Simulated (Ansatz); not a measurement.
## CH4ClFSi2: phonon calculation

System: CH4ClFSi2, SMILES F[Si]1(Cl)C[SiH2]1.
Method: RKS PBE0-D4/def2-TZVP (Ansatz 0.2.0).

The geometry comes from this level: PBE0-D4/def2-TZVP. Figures and captions count atoms from 1; the log counts them from 0 in places.

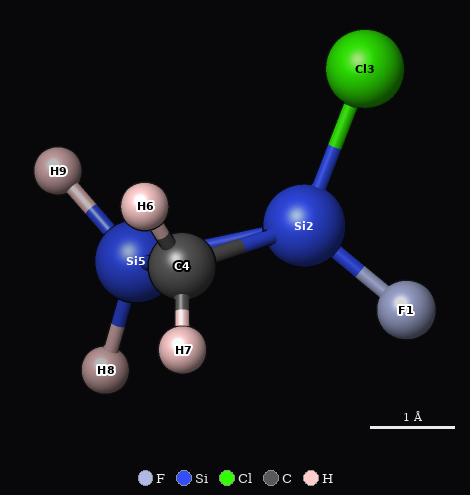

Fig. 1: The structure as given in the input (ball-and-stick view, seen at a tilt; atoms are numbered from 1 in the order of the input).

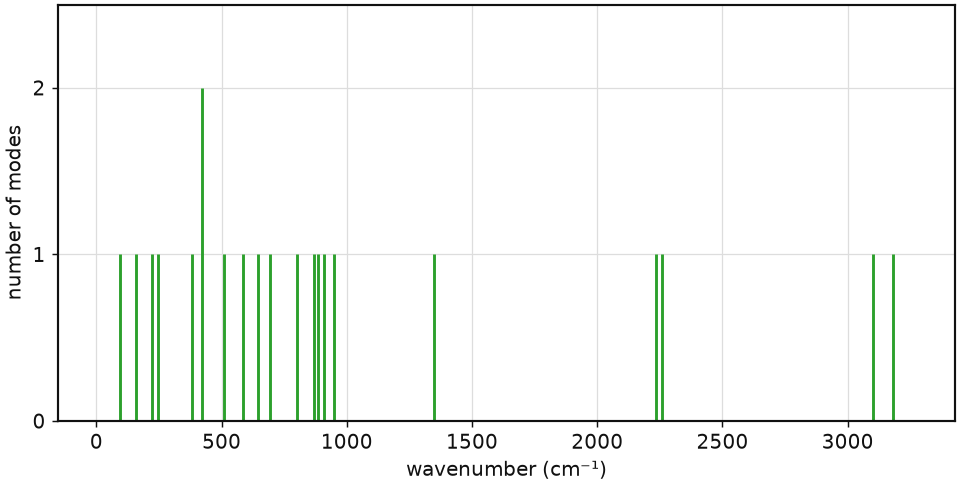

Fig. 2: Harmonic vibrational wavenumbers from the force constants; neighbouring modes closer than 14 cm⁻¹ are counted in one stick. 21 modes from 94 to 3182 cm⁻¹, none imaginary.

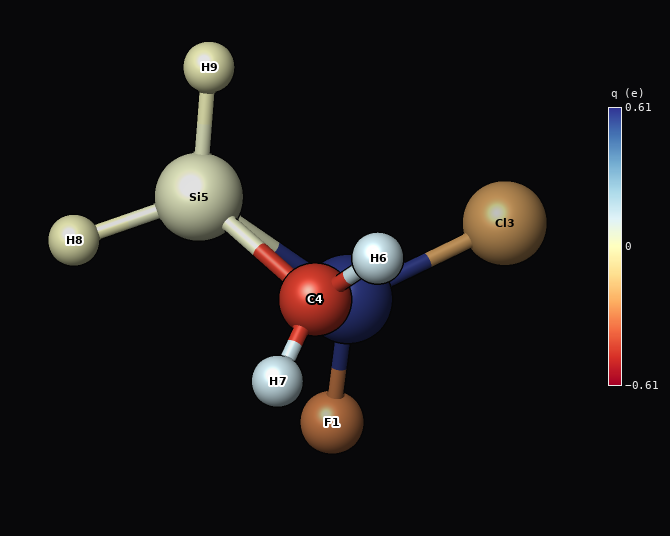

Fig. 3: Mulliken charges, as the colour of each atom (ball-and-stick view, seen at a tilt; atoms are numbered from 1 in the order of the input). By element: F −0.28, Si +0.03 to +0.58, Cl −0.20, C −0.46 and H +0.01 to +0.15 e.

The input that produced these results follows, with the program's output.

Input file
```yaml
crystal:
  periodic: [false, false, false]
  atoms:
    - {symbol: F, position_ang: [-2.433986, 0.239089, 0.366887]}
    - {symbol: Si, position_ang: [-0.903831, 0.011344, 0.736037]}
    - {symbol: Cl, position_ang: [-0.697464, 0.174680, 2.754566]}
    - {symbol: C, position_ang: [0.348425, 0.878696, -0.311548]}
    - {symbol: Si, position_ang: [0.570810, -1.032091, -0.573005]}
    - {symbol: H, position_ang: [1.163918, 1.422133, 0.162489]}
    - {symbol: H, position_ang: [-0.020883, 1.409397, -1.189916]}
    - {symbol: H, position_ang: [0.245166, -1.525383, -1.932091]}
    - {symbol: H, position_ang: [1.816246, -1.624165, -0.030619]}
basis:
  gaussian: {orbitals: def2-TZVP}
hamiltonian: {xc: pbe0, dispersion: d4}
phonons: {temperatures: {t_min: 298.15, t_max: 900, t_step: 200}}
```

Output
```
Functional definition: PBE0
  name "PBE0"
  cite "Adamo & Barone, J. Chem. Phys. 110, 6158 (1999) doi:10.1063/1.478522"
  cite "Perdew, Burke & Ernzerhof, Phys. Rev. Lett. 77, 3865 (1996) doi:10.1103/PhysRevLett.77.3865"
  parent pbe
  parameter a = 0.25
  parameter kappa = 0.804
  parameter beta = 0.06672455060314922
  exchange = (1 - a)*pbe_x(kappa = kappa, mu = beta*pi^2/3) + a*exact_x
  correlation = pbe_c(beta = beta)
1316 factors; their error is unknown
mean field evaluation 1: about -32079.3899 eV, gradient 6.0e1 eV
mean field evaluation 2: about -32071.9765 eV, gradient 7.7e1 eV
mean field evaluation 4: about -32086.8623 eV, gradient 3.3e0 eV
mean field evaluation 8: about -32086.8849 eV, gradient 6.8e-2 eV
mean field evaluation 16: about -32086.9947 eV, gradient 9.7e-5 eV
mean field -32086.99468769 eV, -1179.1753054264 hartree, gradient 1.6e-5 eV, S^2 0.000000; 0 other end points of the search recorded, 0 dependent functions left out
the calculation of the forces begins
reference -32086.99472024 eV, -1179.1753066227 hartree; 32, 32 occupied and 165, 165 virtual orbitals, 1316 factors
these checks for a lower state are left out or cut short: stability, starts, cluster_reference, orbital_swaps, neighbouring_geometries, increment
1316 factors; their error is unknown
mean field -32086.99455955 eV, -1179.1753007173 hartree, gradient 2.4e-6 eV, S^2 0.000000; 0 other end points of the search recorded, 0 dependent functions left out
[... from here on the field's lines of each further geometry are left out, up to the last ...]
the calculation of the forces begins
reference -32086.99470322 eV, -1179.1753059973 hartree; 32, 32 occupied and 165, 165 virtual orbitals, 1316 factors
these checks for a lower state are left out or cut short: stability, starts, cluster_reference, orbital_swaps, neighbouring_geometries, increment
1316 factors; their error is unknown
mean field -32086.99468049 eV, -1179.1753051619 hartree, gradient 1.5e-6 eV, S^2 0.000000; 0 other end points of the search recorded, 0 dependent functions left out
the calculation of the forces begins
reference -32086.99471304 eV, -1179.1753063581 hartree; 32, 32 occupied and 165, 165 virtual orbitals, 1316 factors
Total energy: -32087.20815576 eV, -1179.1831502334 hartree
Atom 0 at    -2.433986     0.239089     0.366887 Å, force    -0.000153     0.000226     0.000611 eV/Å
Atom 1 at    -0.903831     0.011344     0.736037 Å, force    -0.000886     0.000615     0.000069 eV/Å
Atom 2 at    -0.697464     0.174680     2.754566 Å, force    -0.000374    -0.000922    -0.000978 eV/Å
Atom 3 at     0.348425     0.878696    -0.311548 Å, force     0.000998    -0.000792    -0.000998 eV/Å
Atom 4 at     0.570810    -1.032091    -0.573005 Å, force     0.001621     0.000074     0.000817 eV/Å
Atom 5 at     1.163918     1.422133     0.162489 Å, force     0.000926     0.001592     0.000113 eV/Å
Atom 6 at    -0.020883     1.409397    -1.189916 Å, force    -0.000506    -0.000925     0.000926 eV/Å
Atom 7 at     0.245166    -1.525383    -1.932091 Å, force    -0.000608    -0.000545    -0.000403 eV/Å
Atom 8 at     1.816246    -1.624165    -0.030619 Å, force    -0.001018     0.000678    -0.000156 eV/Å
Dipole moment:     0.309707     0.005295    -0.227421 e Å
Vibrations: 94.40 159.84 220.21 246.70 382.86 414.77 426.31 508.70 583.56 645.73 694.42 800.80 867.17 885.92 908.62 949.41 1346.51 2234.94 2257.95 3102.80 3181.77 cm⁻¹, zero-point energy 1.296464 eV
```

Results in brief

| quantity | value |
| --- | --- |
| outcome | converged |
| total energy | −32087.2082 eV |
| mean-field energy | −32086.9947 eV |
| dispersion energy | −0.2134 eV |
| largest force (length of the vector) | 0.002 eV/Å |
| dipole moment | 1.85 D |
| hardware | 4 threads of Oxide Virtual Turin-like, 27 GiB of memory available, shared host |
| wall time | 2.1 min (CPU time 7.4 min) |
| peak memory | 0.58 GiB |
